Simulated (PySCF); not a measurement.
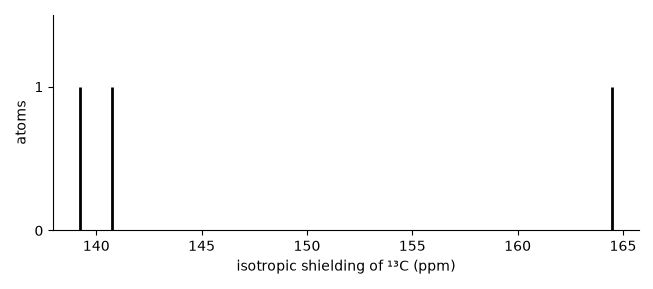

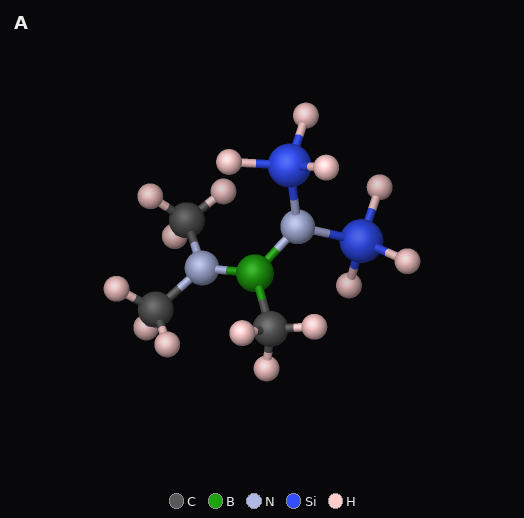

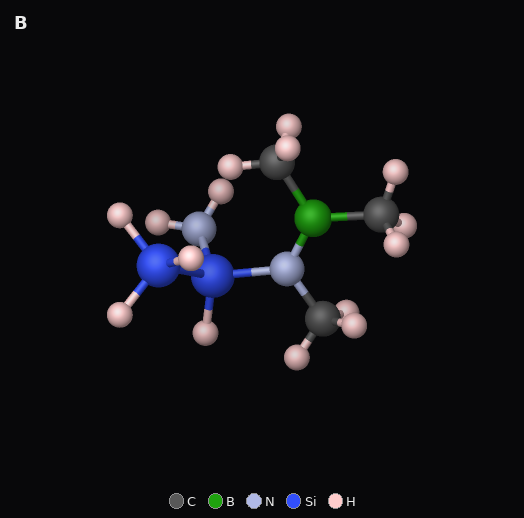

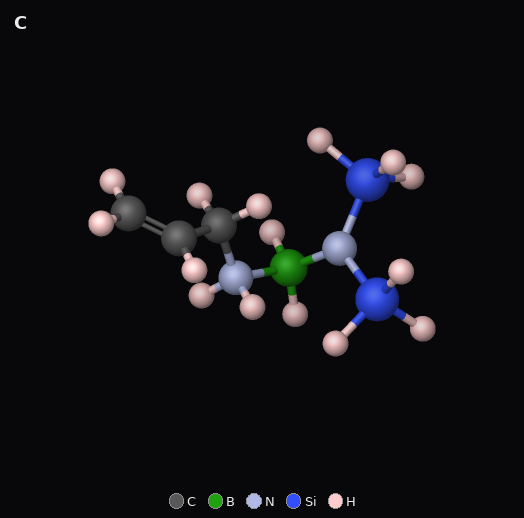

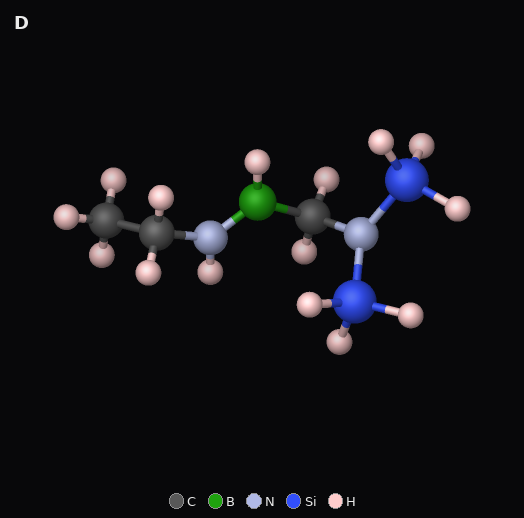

The sticks are computed shieldings of one of the molecules, for one fixed geometry (GFN2-xTB) without averaging over rotations. Low shielding means a high chemical shift. Method: GIAO PBE0/pcSseg-1 NMR shielding, non-relativistic, gas phase (PySCF 2.14.0).

Question: Match the spectrum to a structure.

Answer: D, `CCNBCN([SiH3])[SiH3]`. Its 3 C atoms give lines at 139.2, 140.8, 164.5 ppm.

The geometry is semi-empirical. Around B, Si such bond lengths and angles can be off by a tenth of an ångström or more and by several degrees, and values that hang on the shape move with them.
